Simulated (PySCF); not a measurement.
# BNH6 (SMILES [BH3-][NH3+]) at 6 levels

Aim: a comparison of 6 runs (B3LYP/6-31G*, B2PLYP/def2-TZVP, BHLYP/def2-TZVP, M06-L/def2-TZVP, r2SCAN/def2-TZVP, SCS-MP2/def2-TZVP) of BNH6. The job is set up through a Python script.

Program for the calculation: PySCF 2.14.0.

1 further run of the same task is left out (set aside as unsound or not needed). Runs told in other sessions of the task aren't counted.

### 1 The structure to begin with

BNH6 has 8 atoms, charge 0, and is taken as a singlet. As SMILES, `[BH3-][NH3+]`. The B1–H3 distance was set to 1.818 Å, away from the relaxed value. At this shape a bond of the SMILES string is far longer than usual.

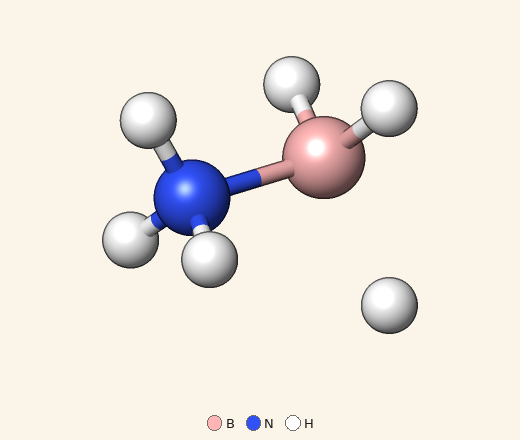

The structure, seen from a chosen angle (boron pink, nitrogen blue, hydrogen white).

### 2 A single-point energy at B3LYP/6-31G(d) (spherical functions) (run 1)

The input, input.xyz:

```xyz
8
BH6N
B     -0.247846     0.740367    -0.422624
N      0.149954     0.234467     1.084476
H     -0.078200    -0.728400    -1.481000
H     -1.389146     1.139267    -0.334424
H      0.547854     1.616167    -0.685624
H      0.084254     0.996567     1.751476
H      1.100054    -0.121733     1.108076
H     -0.470546    -0.506933     1.393276
```

The input, run.py:

```python
from pyscf import gto, dft

mol = gto.Mole()
mol.atom = 'input.xyz'
mol.basis = '6-31g*'
mol.max_memory = 1860
mol.spin = 0
mol.verbose = 3
mol.build()

mf = dft.RKS(mol)
mf.xc = 'b3lyp'
mf.grids.level = 5
mf.conv_tol = 1e-10
mf.kernel()
if not mf.converged:
    mf = mf.newton().run(mf.mo_coeff, mf.mo_occ)

etot = mf.e_tot
print('Final energy', etot)
```

Started as:

```sh
$ OMP_NUM_THREADS=1 python run.py
```

The program printed:

```text
converged SCF energy = -83.1507549492589
Final energy -83.15075494925894
```

Run time: 5.7 s. Hardware: 1 thread of Arm Neoverse V1, shared host; peak memory 0.25 GiB.

### 3 The energy at B2PLYP/def2-TZVP (run 2)

The input, run.py:

```python
from pyscf import gto, dft, mp

mol = gto.M(
    atom='''
B     -0.247846     0.740367    -0.422624
N      0.149954     0.234467     1.084476
H     -0.078200    -0.728400    -1.481000
H     -1.389146     1.139267    -0.334424
H      0.547854     1.616167    -0.685624
H      0.084254     0.996567     1.751476
H      1.100054    -0.121733     1.108076
H     -0.470546    -0.506933     1.393276
''',
    basis='def2-tzvp',
    verbose=3,
    charge=0,
    spin=0,
    max_memory=1860,
)

mf = dft.RKS(mol)
mf.xc = '0.53*HF + 0.47*B88, 0.73*LYP'
mf.conv_tol = 1e-10
mf.grids.level = 5
mf.kernel()
if not mf.converged:
    mf = mf.newton().run(mf.mo_coeff, mf.mo_occ)

pt = mp.MP2(mf, frozen=2).run()
etot = mf.e_tot + 0.27 * pt.e_corr
print('PT2 part  %.8f' % (0.27 * pt.e_corr))
print('Final energy', etot)
```

Started as:

```sh
$ OMP_NUM_THREADS=1 python run.py
```

The program printed:

```text
converged SCF energy = -82.982710087444
E(RMP2) = -83.407042976258  E_corr = -0.424332888814065
E(SCS-RMP2) = -83.4177364979296  E_corr = -0.435026410485644
PT2 part  -0.11456988
Final energy -83.09727996742377
```

Wall time 15 s (1 thread of Arm Neoverse V1, shared host); peak memory 0.47 GiB.

Runs 3 to 4 aren't shown in full; the table further down has their settings and results.

### 4 A single-point energy at r2SCAN/def2-TZVP (run 5)

The input, run.py:

```python
from pyscf import gto, dft

mol = gto.Mole()
mol.atom = [
    ('B', (-0.247846, 0.740367, -0.422624)),
    ('N', (0.149954, 0.234467, 1.084476)),
    ('H', (-0.078200, -0.728400, -1.481000)),
    ('H', (-1.389146, 1.139267, -0.334424)),
    ('H', (0.547854, 1.616167, -0.685624)),
    ('H', (0.084254, 0.996567, 1.751476)),
    ('H', (1.100054, -0.121733, 1.108076)),
    ('H', (-0.470546, -0.506933, 1.393276)),
]
mol.charge = 0
mol.max_memory = 1860
mol.verbose = 3
mol.basis = 'def2-tzvp'
mol.build()

calc0 = dft.RKS(mol, xc='r2scan')
calc0.grids.level = 5
calc0.conv_tol = 1e-10
calc0.kernel()
if not calc0.converged:
    calc0 = calc0.newton().run(calc0.mo_coeff, calc0.mo_occ)

e_final = calc0.e_tot
print('Final energy', e_final)
```

Started as:

```sh
$ OMP_NUM_THREADS=1 python run.py
```

The program printed:

```text
converged SCF energy = -83.1278283950083
Final energy -83.12782839500825
```

It took 34 s on 1 thread of Arm Neoverse V1, shared host; peak memory 0.53 GiB.

### 5 A single-point energy at SCS-MP2/def2-TZVP (run 6)

The input, calc.py:

```python
from pyscf import gto, scf, mp

molecule = gto.M(
    atom='''
B     -0.468361     1.399091    -0.798644
N      0.283372     0.443078     2.049363
H     -0.147777    -1.376477    -2.798684
H     -2.625105     2.152903    -0.631970
H      1.035294     3.054113    -1.295642
H      0.159217     1.883239     3.309810
H      2.078801    -0.230042     2.093960
H     -0.889203    -0.957965     2.632910
''',
    unit='bohr',
    charge=0,
    max_memory=1860,
    basis='def2-tzvp',
    verbose=3,
    spin=0,
)

hf = scf.RHF(molecule)
hf.conv_tol = 1e-10
hf.kernel()
if not hf.converged:
    hf = hf.newton().run(hf.mo_coeff, hf.mo_occ)

pt = mp.MP2(hf, frozen=2).run()
energy = hf.e_tot + 1.2 * pt.e_corr_os + pt.e_corr_ss / 3
print(f'total energy: {energy:.8f} hartree')
```

Started as:

```sh
$ OMP_NUM_THREADS=1 python calc.py
```

The program printed:

```text
converged SCF energy = -82.5899439186871
E(RMP2) = -82.9389885191151  E_corr = -0.349044600427998
E(SCS-RMP2) = -82.9484444362704  E_corr = -0.358500517583365
total energy: -82.94844444 hartree
```

It took 2.5 s on 1 thread of Arm Neoverse V1, shared host; peak memory 0.23 GiB.

### 6 The series

```tsv
run	level	frozen core orbitals	integration grid	energy (Eh)	dipole moment (D) of the reference	HOMO energy (eV)	LUMO energy (eV)	wall time
1	B3LYP/6-31G* (spherical functions)	–	5	-83.150755	6.30	-5.88	0.60	5.7 s
2	B2PLYP/def2-TZVP	2	5	-83.097280	6.22	-7.50	0.64	15 s
3	BHLYP/def2-TZVP	–	5	-83.129145	6.19	-7.55	0.39	14 s
4	M06-L/def2-TZVP	–	5	-83.172254	6.15	-5.63	-0.23	36 s
5	r2SCAN/def2-TZVP	–	5	-83.127828	6.15	-5.63	-0.22	34 s
6	SCS-MP2/def2-TZVP	2	–	-82.948444	6.39	-9.14	2.34	2.5 s
```

### 7 Results

```
                                          quantity         value
                               run 6: total energy  -82.94844 Eh
       run 6: dipole moment (Hartree–Fock density)        6.39 D
        run 6: HOMO energy (Hartree–Fock orbitals)      -9.14 eV
        run 6: LUMO energy (Hartree–Fock orbitals)       2.34 eV
      run 6: HOMO–LUMO gap (Hartree–Fock orbitals)      11.49 eV
run 6: correlation energy (2 core orbitals frozen)    -358.5 mEh
```

**Reading.** Over runs 1, 2, 3, 4, 5 the dipole moment (its size) runs from 6.15 D (M06-L/def2-TZVP) to 6.30 D (B3LYP/6-31G*). The two ends differ in method and basis. Over runs 1, 2, 3, 4, 5 the HOMO–LUMO gap runs from 5.40 eV (M06-L/def2-TZVP) to 8.14 eV (B2PLYP/def2-TZVP). A double hybrid's value is that of its SCF part. Totals of different functionals can't be ranked against each other. In all runs a closed-shell determinant meets a far-stretched bond; if it breaks into open shells, such a determinant describes it badly, and no broken-symmetry solution was shown. All runs together took 1.8 min, the longest 36 s.
